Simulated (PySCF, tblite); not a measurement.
# C4H9O2P: geometry, infrared bands and NMR shifts

What infrared bands and NMR shifts should C4H9O2P (`CCPC(=O)OC`) show?

Computed with tblite 0.8.0 and PySCF 2.14.0, with density-fitted response routines of our own, on a single molecule in the gas phase. Atoms are numbered from 0 throughout.

### Step 1. The molecule as given

16 atoms, charge 0, multiplicity 1; geometry from: force field or distance geometry start.

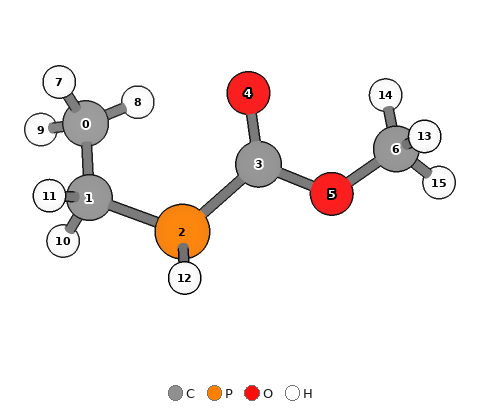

As it starts; carbon grey, phosphorus orange, oxygen red, hydrogen white, atoms numbered.

### Step 2. Optimising the geometry with GFN2-xTB

The job: settings as JSON, then the geometry in Å.

```
{"job": {"kind": "relax", "xc": "GFN2-xTB", "basis": "xTB"}, "charge": 0, "multiplicity": 1}
C     -2.380000     0.508400     0.395200
C     -2.061200    -0.856200    -0.072100
P     -0.296700    -1.275000    -0.308500
C      0.884900    -0.046200     0.300600
O      0.598200     0.831100     1.182600
O      2.184600    -0.119600    -0.217500
C      3.211500     0.753300     0.163300
H     -2.740500     0.438100     1.460400
H     -1.603200     1.258500     0.278300
H     -3.317800     0.817000    -0.167600
H     -2.595700    -1.041300    -1.037900
H     -2.558600    -1.591800     0.642400
H      0.063300    -2.637300    -0.080800
H      3.894700     0.347800     0.954800
H      2.832800     1.746100     0.485900
H      3.876300     0.876100    -0.723000
```

Launch:

```
$ OMP_NUM_THREADS=1 python probes_run.py task.json out
```

The driver reads the jobs from task.json and runs them one after another.

Log:

```text
step      E/eV     max force
  0    -645.66580    4.637
  1    -646.20300    3.884
  2    -646.46689    2.156
  3    -646.69010    1.416
  4    -646.87772    1.303
  5    -646.93111    0.822
  6    -647.05302    1.149
  7    -647.11015    0.923
  8    -647.17381    0.628
  9    -647.20993    0.505
 10    -647.23790    0.578
 11    -647.25490    0.417
 12    -647.26679    0.300
 13    -647.27513    0.213
 14    -647.28209    0.240
 15    -647.28767    0.208
 16    -647.29167    0.154
 17    -647.29434    0.126
 18    -647.29677    0.139
 19    -647.29986    0.158
 20    -647.30396    0.222
 21    -647.30853    0.210
 22    -647.31253    0.148
 23    -647.31581    0.148
 24    -647.31917    0.195
 25    -647.32346    0.264
 26    -647.32897    0.252
 27    -647.33473    0.207
 28    -647.33922    0.176
 29    -647.34241    0.156
 30    -647.34584    0.207
 31    -647.35052    0.226
 32    -647.35582    0.171
 33    -647.36080    0.185
 34    -647.36480    0.155
 35    -647.36884    0.134
 36    -647.37471    0.180
 37    -647.38266    0.181
 38    -647.38758    0.269
 39    -647.39572    0.311
 40    -647.40347    0.261
 41    -647.43160    0.339
 42    -647.43973    0.323
 43    -647.45402    0.249
 44    -647.46823    0.577
 45    -647.47780    0.292
 46    -647.48763    0.174
 47    -647.51120    0.604
 48    -647.52544    0.338
 49    -647.54027    0.256
 50    -647.54862    0.468
 51    -647.55708    0.230
 52    -647.56093    0.224
 53    -647.56583    0.227
 54    -647.57013    0.260
 55    -647.57393    0.180
 56    -647.57711    0.169
 57    -647.58155    0.163
 58    -647.58676    0.132
 59    -647.59239    0.204
 60    -647.59574    0.264
 61    -647.60190    0.242
 62    -647.60557    0.136
 63    -647.60906    0.124
 64    -647.61172    0.127
 65    -647.61539    0.160
 66    -647.61878    0.131
 67    -647.62127    0.161
 68    -647.62374    0.113
 69    -647.62541    0.115
 70    -647.62837    0.094
 71    -647.63063    0.123
 72    -647.63314    0.107
 73    -647.63474    0.137
 74    -647.63581    0.099
 75    -647.63678    0.089
 76    -647.63802    0.086
 77    -647.63858    0.074
 78    -647.63934    0.064
 79    -647.63996    0.052
 80    -647.64042    0.041
 81    -647.64069    0.034
 82    -647.64086    0.028
 83    -647.64097    0.023
 84    -647.64107    0.022
 85    -647.64116    0.031
 86    -647.64126    0.027
 87    -647.64137    0.026
 88    -647.64148    0.022
 89    -647.64158    0.023
 90    -647.64169    0.027
 91    -647.64180    0.027
 92    -647.64190    0.031
 93    -647.64199    0.026
 94    -647.64208    0.030
 95    -647.64222    0.034
 96    -647.64243    0.036
 97    -647.64267    0.036
 98    -647.64293    0.037
 99    -647.64322    0.041
100    -647.64364    0.052
101    -647.64421    0.056
102    -647.64470    0.039
103    -647.64493    0.030
104    -647.64503    0.028
105    -647.64511    0.027
106    -647.64521    0.025
107    -647.64532    0.022
108    -647.64542    0.025
109    -647.64551    0.025
110    -647.64562    0.034
111    -647.64577    0.038
112    -647.64594    0.042
113    -647.64611    0.030
114    -647.64625    0.031
115    -647.64633    0.020
116    -647.64642    0.025
117    -647.64654    0.028
118    -647.64676    0.036
119    -647.64699    0.034
120    -647.64718    0.028
121    -647.64728    0.026
122    -647.64736    0.020
123    -647.64746    0.025
124    -647.64754    0.024
125    -647.64759    0.024
126    -647.64762    0.015
127    -647.64764    0.012
128    -647.64766    0.009
```

Wall time 0.77 s (1 thread of Arm Neoverse V1, shared host).

Relaxation path: (not every step is listed)

| step | energy from step 0 (eV) | largest force (eV/Å) |
| --- | --- | --- |
| 0 | 0.0000 | 4.6369 |
| 1 | -0.5372 | 3.8838 |
| 2 | -0.8011 | 2.1558 |
| 3 | -1.0243 | 1.4163 |
| 4 | -1.2119 | 1.3026 |
| 5 | -1.2653 | 0.8224 |
| 6 | -1.3872 | 1.1490 |
| 7 | -1.4443 | 0.9234 |
| 8 | -1.5080 | 0.6280 |
| 19 | -1.6341 | 0.1585 |
| 30 | -1.6800 | 0.2065 |
| 41 | -1.7658 | 0.3393 |
| 52 | -1.8951 | 0.2242 |
| 63 | -1.9433 | 0.1238 |
| 74 | -1.9700 | 0.0988 |
| 85 | -1.9754 | 0.0310 |
| 96 | -1.9766 | 0.0357 |
| 107 | -1.9795 | 0.0216 |
| 118 | -1.9810 | 0.0364 |
| 123 | -1.9817 | 0.0245 |
| 124 | -1.9817 | 0.0237 |
| 125 | -1.9818 | 0.0236 |
| 126 | -1.9818 | 0.0153 |
| 127 | -1.9818 | 0.0124 |
| 128 | -1.9819 | 0.0085 |

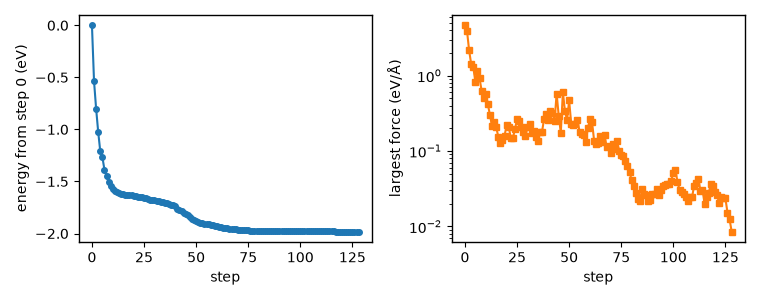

Energy and force, step by step.

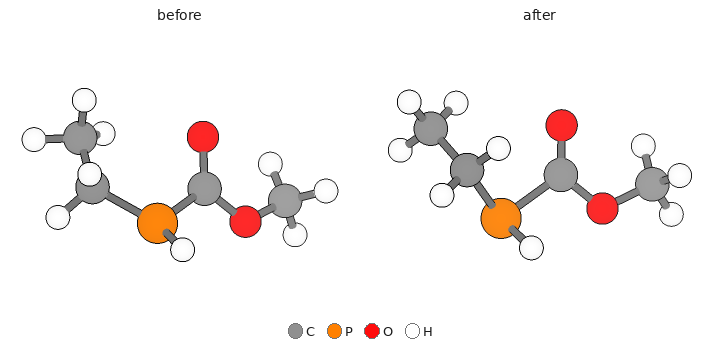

Before and after, at one scale.

Close pairs (by a distance rule), those that changed most:

| bond | before (Å) | after (Å) | change (Å) |
| --- | --- | --- | --- |
| C3–O4 | 1.277 | 1.201 | -0.075 |
| C3–O5 | 1.401 | 1.331 | -0.071 |
| C0–H9 | 1.136 | 1.088 | -0.048 |
| C1–H11 | 1.140 | 1.093 | -0.047 |
| C0–C1 | 1.477 | 1.524 | +0.047 |
| C0–H7 | 1.127 | 1.088 | -0.039 |
| P2–C3 | 1.810 | 1.845 | +0.035 |
| C1–P2 | 1.829 | 1.863 | +0.034 |

The end geometry stands in the next job.

### Step 3. Vibrational analysis with GFN2-xTB

The job: settings as JSON, then the geometry in Å.

```
{"job": {"kind": "ir", "xc": "GFN2-xTB", "basis": "xTB"}, "charge": 0, "multiplicity": 1}
C     -2.620269     0.479709     0.220687
C     -1.799995    -0.798381     0.095640
P     -0.358379    -0.546896    -1.057062
C      0.828399     0.190150     0.148367
O      0.551081     0.884172     1.088767
O      2.058024    -0.120581    -0.253948
C      3.156340     0.419692     0.475305
H     -2.016870     1.267790     0.665384
H     -2.958666     0.813113    -0.758751
H     -3.491268     0.312327     0.851273
H     -2.408170    -1.601511    -0.328851
H     -1.434304    -1.113972     1.075773
H      0.190066    -1.823782    -0.917452
H      3.431266    -0.261974     1.282428
H      2.885288     1.388992     0.896601
H      3.979857     0.520096    -0.228087
```

Log:

```text
mode    cm-1     km/mol
  1     -11.2      0.04
  2      29.8      3.17
  3      78.0      0.54
  4     127.7      2.97
  5     172.7      2.42
  6     208.9      3.23
  7     244.3      2.64
  8     285.4     10.72
  9     344.2      6.54
 10     447.7      4.27
 11     564.5     31.69
 12     683.4      9.85
 13     756.9     23.80
 14     787.4     19.26
 15     806.3      7.46
 16     851.9     26.45
 17     975.3     22.91
 18    1000.8      2.02
 19    1018.4      0.12
 20    1086.2      6.02
 21    1101.5    232.01
 22    1118.8     56.15
 23    1157.6     68.26
 24    1222.8      0.26
 25    1249.0     14.59
 26    1378.9      9.44
 27    1406.2      5.94
 28    1433.9      0.15
 29    1442.8      8.77
 30    1458.4      6.37
 31    1489.6      4.04
 32    1495.2      4.16
 33    1758.6    382.63
 34    2284.2    127.37
 35    2948.9     12.03
 36    2955.6     13.08
 37    2982.0     16.98
 38    2994.9      9.36
 39    3024.1     35.30
 40    3027.2     26.01
 41    3033.5      7.76
 42    3043.0      7.35
```

Wall time 0.47 s (1 thread of Arm Neoverse V1, shared host).

Which atoms move in the most intense modes:

| cm⁻¹ | km/mol | atoms |
| --- | --- | --- |
| 564 | 31.7 | C3 57 %, H12 16 %, O4 11 % |
| 852 | 26.4 | H12 73 %, C3 11 % |
| 1102 | 232.0 | O5 27 %, C3 25 %, C6 16 %, H14 14 % |
| 1119 | 56.1 | H13 33 %, H15 24 %, C6 18 %, O5 12 % |
| 1158 | 68.3 | O5 29 %, H14 24 %, H15 16 %, C6 13 % |
| 1759 | 382.6 | C3 62 %, O4 37 % |
| 2284 | 127.4 | H12 97 % |
| 3024 | 35.3 | H9 47 %, H8 44 % |

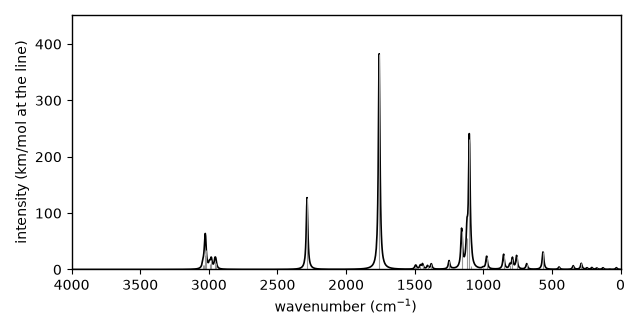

The infrared spectrum from these modes, unscaled. Lines are broadened to a width of 14 cm⁻¹ (Lorentzian).

### Step 4. Shielding tensors: PBE0/pcSseg-1

Same as in step 3 but for these lines:

```diff
@@ -1,2 +1,2 @@
-{"job": {"kind": "ir", "xc": "GFN2-xTB", "basis": "xTB"}, "charge": 0, "multiplicity": 1}
+{"job": {"kind": "nmr", "xc": "PBE0", "basis": "pcSseg-1"}, "charge": 0, "multiplicity": 1}
 C     -2.620269     0.479709     0.220687
```

Level: GIAO PBE0/pcSseg-1 NMR shielding, non-relativistic, gas phase.

Log:

```text
coarse grid: 13720 points
cycle   1  E = -648.9110233954  dE =  8.891e-01  |g| = 8.631e-01  |ddm| = 3.461e+00
cycle   2  E = -648.5556216109  dE =  3.554e-01  |g| = 1.615e+00  |ddm| = 1.585e+00
cycle   3  E = -649.0385765255  dE = -4.830e-01  |g| = 2.743e-01  |ddm| = 1.214e+00
cycle   4  E = -649.0518870135  dE = -1.331e-02  |g| = 8.831e-02  |ddm| = 2.188e-01
cycle   5  E = -649.0531305275  dE = -1.244e-03  |g| = 1.961e-02  |ddm| = 5.458e-02
cycle   6  E = -649.0532111236  dE = -8.060e-05  |g| = 6.036e-03  |ddm| = 1.951e-02
cycle   7  E = -649.0532197630  dE = -8.639e-06  |g| = 1.343e-03  |ddm| = 6.749e-03
final grid: 127528 points
cycle   8  E = -649.1166644094  dE = -2.209e-05  |g| = 1.394e-02  |ddm| = 2.772e-02
cycle   9  E = -649.1166219757  dE =  4.243e-05  |g| = 2.060e-02  |ddm| = 2.033e-02
cycle  10  E = -649.1167013168  dE = -7.934e-05  |g| = 2.295e-03  |ddm| = 1.246e-02
cycle  11  E = -649.1167023001  dE = -9.833e-07  |g| = 4.520e-04  |ddm| = 1.663e-03
cycle  12  E = -649.1167023357  dE = -3.556e-08  |g| = 1.736e-04  |ddm| = 4.423e-04
cycle  13  E = -649.1167023415  dE = -5.818e-09  |g| = 3.136e-05  |ddm| = 1.291e-04
cycle  14  E = -649.1167023417  dE = -2.212e-10  |g| = 1.147e-05  |ddm| = 4.290e-05
converged SCF energy = -649.1167023417

GIAO shielding tensors (ppm)
atom      isotropic    diamagn.    paramagn.     s11        s22        s33       span
  0 C      172.513     247.086     -74.572    158.620    171.393    187.527     28.908
  1 C      168.336     253.506     -85.170    158.702    171.612    174.693     15.991
  2 P      418.506     967.813    -549.307    341.758    407.095    506.665    164.907
  3 C       -2.074     258.680    -260.754   -104.469     32.339     65.910    170.379
  4 O     -119.746     404.344    -524.090   -464.785   -196.291    301.840    766.625
  5 O      137.856     402.388    -264.533    -45.852    225.760    233.659    279.510
  6 C      135.046     243.301    -108.254     99.345    124.083    181.710     82.365
  7 H       29.861      30.884      -1.022     24.235     30.098     35.251     11.016
  8 H       30.753      29.280       1.473     26.543     28.782     36.934     10.391
  9 H       30.346      27.888       2.457     25.550     27.343     38.144     12.594
 10 H       30.467      30.845      -0.378     24.760     28.901     37.740     12.979
 11 H       29.396      33.022      -3.626     24.691     28.934     34.563      9.873
 12 H       27.501      31.336      -3.835     22.478     27.540     32.485     10.008
 13 H       28.215      28.131       0.084     23.797     26.108     34.739     10.942
 14 H       26.845      28.455      -1.611     22.952     25.890     31.693      8.742
 15 H       28.123      27.308       0.815     23.928     26.542     33.900      9.972
```

Wall time 23 s (1 thread of Arm Neoverse V1, shared host); peak memory 0.77 GiB.

The references, computed at this level on geometries of the same kind, shield at (ppm): 1H TMS 31.72, 13C TMS 186.9, 17O H2O 336.1, 31P H3PO4 318.4. Their shielding less the atom's gives the shift. The references are single molecules in the gas phase, so shifts against H2O, NH3, PH3, H3PO4 or CFCl3 are not on the usual liquid scales and can be off by tens of ppm. Atoms listed in one row are averaged.

| atoms | environment | σ (ppm) | δ (ppm) | δ scaled to CDCl3 |
| --- | --- | --- | --- | --- |
| C3 | carbonyl carbon | -2.1 | 189.0 | 182.5 |
| C6 | methyl carbon bonded to O | 135.0 | 51.9 | 48.7 |
| C1 | sp3 CH2 bonded to P | 168.3 | 18.6 | 16.2 |
| C0 | methyl carbon | 172.5 | 14.4 | 12.2 |
| H12 | hydrogen on a phosphorus bonded to 2 C | 27.50 | 4.22 | – |
| H13, H14, H15 | hydrogen on a methyl carbon bonded to O | 27.73 | 3.99 | 3.87 |
| H10, H11 | hydrogen on an sp3 CH2 bonded to P | 29.93 | 1.79 | 1.79 |
| H7, H8, H9 | hydrogen on a methyl carbon | 30.32 | 1.40 | 1.42 |
| P2 | phosphorus bonded to 2 C, H | 418.5 | -100.1 | – |
| O4 | ester carbonyl oxygen | -119.7 | 455.8 | – |
| O5 | ester alkoxy oxygen | 137.9 | 198.2 | – |

The scaled column applies a straight-line fit of computed shieldings to shifts measured in CDCl3 (root-mean-square error 0.16 ppm for H, 1.9 ppm for C).

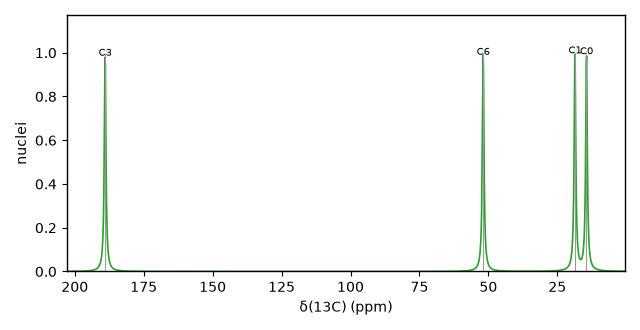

13C lines at the computed shifts, without couplings. Lines are broadened to a width of 0.70 ppm (Lorentzian).

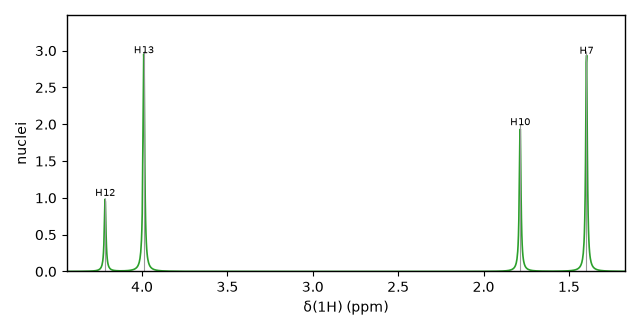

1H lines at the computed shifts, without couplings. Lines are broadened to a width of 0.01 ppm (Lorentzian).

The run also stored atomic charges by several schemes (e):

| atoms | Mulliken | IAO | Hirshfeld | ESP fit |
| --- | --- | --- | --- | --- |
| C0 | -0.28 | -0.42 | -0.12 | -0.26 |
| C1 | -0.49 | -0.42 | -0.11 | 0.17 |
| P2 | 0.27 | 0.32 | 0.11 | -0.35 |
| C3 | 0.28 | 0.34 | 0.16 | 0.71 |
| O4 | -0.41 | -0.46 | -0.24 | -0.48 |
| O5 | -0.46 | -0.34 | -0.10 | -0.33 |
| C6 | -0.05 | -0.22 | -0.03 | -0.16 |

Mulliken charges:

C0 -0.28; C1 -0.49; P2 0.27; C3 0.28; O4 -0.41; O5 -0.46; C6 -0.05; H7 0.14; H8 0.12; H9 0.12; H10 0.15; H11 0.16; H12 0.07; H13 0.12; H14 0.13; H15 0.13

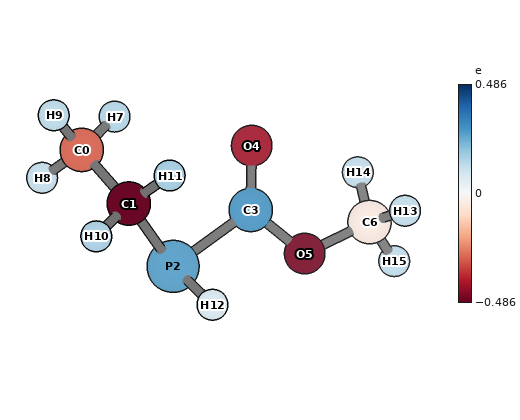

Mulliken charges, as colours on the atoms.

Mayer bond orders: C0–C1 1.03, C1–P2 0.99, P2–C3 0.89, C3–O4 1.88, C3–O5 1.09, O5–C6 0.85.

### Step 5. Results

```
                                                              quantity                        value
                             strongest single infrared mode (GFN2-xTB)        1759 cm⁻¹, 383 km/mol
                                          zero-point energy (GFN2-xTB)                77.9 kcal/mol
                                13C shifts against TMS (PBE0/pcSseg-1)  189.0, 51.9, 18.6, 14.4 ppm
1H shifts against TMS (PBE0/pcSseg-1, means over atoms taken as alike)   4.22, 3.99, 1.79, 1.40 ppm
                              31P shifts against H3PO4 (PBE0/pcSseg-1)                   -100.1 ppm
                                17O shifts against H2O (PBE0/pcSseg-1)             455.8, 198.2 ppm
```

**Reading.** Relaxing lowered the energy by 1.982 eV in 128 steps; the close pair that moved most is C3–O4, from 1.277 to 1.201 Å. The lowest mode is slightly imaginary (11i cm⁻¹), a soft motion within the noise of the Hessian, so the minimum is not strictly shown. The strongest single mode, at 1759 cm⁻¹, moves mainly C3 and O4. GFN2-xTB is a fitted tight-binding method: band positions and strengths are rough. Its intensities can rank the bands wrongly. At PBE0/pcSseg-1: The widest tensor belongs to O4: span 767 ppm, with a paramagnetic part of -524 ppm.
